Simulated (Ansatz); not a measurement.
# One shape, several levels: singlet [BH2]+

Aim: a comparison of 6 runs (HF/3-21G, B3LYP/6-31G*, BHLYP/def2-TZVPPD, r2SCAN/def2-TZVPPD, r2SCAN0/def2-TZVPPD, CCSDT/def2-TZVPPD) of singlet [BH2]+. 

Program for the calculation: Ansatz 0.2.0.

30 further runs of the same task are left out: 30 set aside as unsound or not needed.

## (1) The molecule

The species is [BH2]+ (3 atoms), meant as a singlet with charge +1. SMILES of the parent species: `[BH2]`. The shape is that of a PBE0-D4/def2-TZVP optimisation. That shape belongs to the parent species and isn't relaxed for this state.

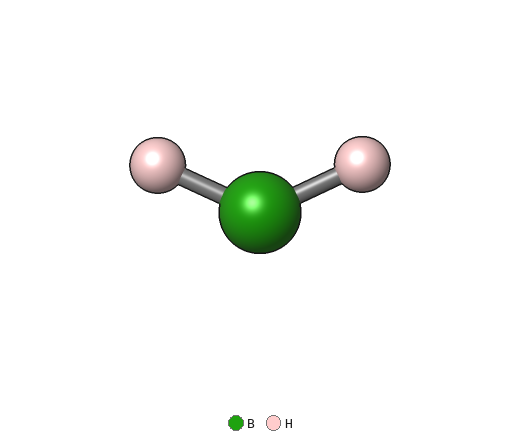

The structure, seen from a chosen angle (boron green, hydrogen pink).

## (2) A single-point energy at HF/3-21G (run 1)

in.yaml reads:

```yaml
crystal:
  periodic: [false, false, false]
  atoms:
    - {symbol: B, position_ang: [0.265070, -0.167660, 0.129730]}
    - {symbol: H, position_ang: [0.292070, 1.014920, 0.270850]}
    - {symbol: H, position_ang: [-0.557150, -0.847260, -0.400590]}
basis:
  gaussian: {orbitals: 3-21G.json}
accuracy: high
output: {orbitals: {seedname: orbitals}}
hamiltonian: {xc: hf}
total_charge: 1
```

The basis set 3-21G is read from a file made from the Basis Set Exchange's data (not shown).

Launch:

```console
$ ansatz run in.yaml --threads 1 --pin off --max-ram 3480MiB --events-out events.jsonl --progress --plain --runs-dir runs
```

What it wrote:

```text
Warning: RAYON_NUM_THREADS=1 ignored (pool sized by the plan → 1); use --threads N
Functional definition: HF
  name "HF"
  exchange = exact_x
  correlation = 0
250 factors; integrals over basis functions are off by at most 1.1e-8 eV
mean field evaluation 1: about -687.7188 eV, gradient 8.0e0 eV
mean field evaluation 2: about -687.7076 eV, gradient 7.9e0 eV
mean field evaluation 4: about -688.0017 eV, gradient 3.4e-1 eV
mean field evaluation 8: about -688.0023 eV, gradient 9.3e-5 eV
mean field -688.00232924 eV, -25.2836192547 hartree, gradient 1.6e-8 eV, S^2 0.000000; 0 other end points of the search recorded, 0 dependent functions left out
reference -688.00232924 eV, -25.2836192547 hartree; 3, 3 occupied and 10, 10 virtual orbitals, 250 factors
Total energy: -688.00232924 eV, -25.2836192547 hartree
```

It took 0.06 s on 1 thread of Arm Neoverse V1, shared host.

## (3) A single-point energy at B3LYP/6-31G(d) (spherical functions) (run 2)

Edit in.yaml of step 2 so:

```diff
@@ -7,6 +7,9 @@
 basis:
-  gaussian: {orbitals: 3-21G.json}
+  gaussian:
+    orbitals: 6-31G_st_-spherical.json
+total_charge: 1
+hamiltonian:
+  xc: {name: B3LYP}
 accuracy: high
-output: {orbitals: {seedname: orbitals}}
-hamiltonian: {xc: hf}
-total_charge: 1
+output:
+  orbitals: {seedname: orbitals}
```

The basis set 6-31G* is read from a file made from the Basis Set Exchange's data (not shown).

Launch:

```console
$ ansatz run in.yaml --threads 1 --pin off --max-ram 3480MiB --events-out events.jsonl --progress --plain --runs-dir runs
```

What it wrote:

```text
Warning: RAYON_NUM_THREADS=1 ignored (pool sized by the plan → 1); use --threads N
Functional definition: B3LYP
  name "B3LYP"
  parameter a0 = 0.2
  parameter ax = 0.72
  parameter ac = 0.81
  exchange = (1 - a0 - ax)*slater_x + ax*b88_x + a0*exact_x
  correlation = (1 - ac)*vwn_rpa_c + ac*lyp_c
347 factors; integrals over basis functions are off by at most 2.6e-9 eV
mean field evaluation 1: about -696.1103 eV, gradient 1.1e1 eV
mean field evaluation 2: about -696.5583 eV, gradient 3.8e0 eV
mean field evaluation 4: about -696.6191 eV, gradient 4.0e-1 eV
mean field evaluation 8: about -696.6122 eV, gradient 2.8e-3 eV
mean field evaluation 16: about -696.6122 eV, gradient 5.4e-9 eV
mean field -696.61217579 eV, -25.6000252795 hartree, gradient 5.4e-9 eV, S^2 0.000000; 0 other end points of the search recorded, 0 dependent functions left out
reference -696.61219835 eV, -25.6000261085 hartree; 3, 3 occupied and 15, 15 virtual orbitals, 347 factors
Total energy: -696.61219835 eV, -25.6000261085 hartree
```

It took 0.51 s on 1 thread of Arm Neoverse V1, shared host.

Runs 3 to 5 aren't shown in full; the table further down has their settings and results.

## (4) The energy at CCSDT/def2-TZVPPD (run 6)

molecule.yaml reads:

```yaml
crystal:
  periodic: [false, false, false]
  atoms:
    - symbol: B
      position_ang: [0.265070, -0.167660, 0.129730]
    - symbol: H
      position_ang: [0.292070, 1.014920, 0.270850]
    - symbol: H
      position_ang: [-0.557150, -0.847260, -0.400590]
basis:
  gaussian: {orbitals: def2-TZVPPD.json}
total_charge: 1
magnetization: {spin_polarized: false}
correlation: {method: ccsdt, frozen_orbitals: {B: 1, H: 0}}
accuracy: high
scf: {omitted_lower_state_checks: [cluster_reference, increment]}
```

The basis set def2-TZVPPD is read from a file made from the Basis Set Exchange's data (not shown).

Launch:

```console
$ ansatz run molecule.yaml --threads 1 --pin off --max-ram 3480MiB --events-out events.jsonl --progress --plain --runs-dir runs
```

What it wrote:

```text
Warning: RAYON_NUM_THREADS=1 ignored (pool sized by the plan → 1); use --threads N
[... 11 lines left out ...]
1 core orbitals not correlated: weight in the atoms' cores, before any rotation towards them, 1.000 or more for the frozen orbitals, at most 0.000 for the correlated occupied ones
[... 22 lines left out ...]
Total energy: -694.81403512 eV, -25.5339448287 hartree
Checks for a lower state left out: cluster_reference, increment
```

Run time: 11 s. Hardware: 1 thread of Arm Neoverse V1, shared host; peak memory 0.32 GiB.

## (5) Overview of the runs

```tsv
run	level	frozen core orbitals	energy (Eh)	HOMO energy (eV)	LUMO energy (eV)	HOMO–LUMO gap (eV)	wall time
1	HF/3-21G	–	-25.283619	-23.58	-7.93	15.65	0.06 s
2	B3LYP/6-31G* (spherical functions)	–	-25.600026	-19.54	-12.33	7.21	0.51 s
3	BHLYP/def2-TZVPPD	–	-25.594487	-21.17	-10.78	10.39	1.5 s
4	r2SCAN/def2-TZVPPD	–	-25.573862	-18.50	-12.66	5.83	2.3 s
5	r2SCAN0/def2-TZVPPD	–	-25.575612	-19.88	-11.60	8.27	2.3 s
6	CCSDT/def2-TZVPPD	1	-25.533945	–	–	–	11 s
```

## (6) Summary of results

| quantity | value |
| --- | --- |
| run 6: total energy | -25.53394 Eh |
| run 6: correlation energy (1 core orbital frozen) | -89.3 mEh |
| run 6: T1 diagnostic | 0.009 |

In words: Over runs 1, 2, 3, 4, 5 the HOMO–LUMO gap runs from 5.83 eV (r2SCAN/def2-TZVPPD) to 15.65 eV (HF/3-21G). The two ends differ in method and basis. Totals of different functionals can't be ranked against each other. All runs together took 18 s, the longest 11 s.
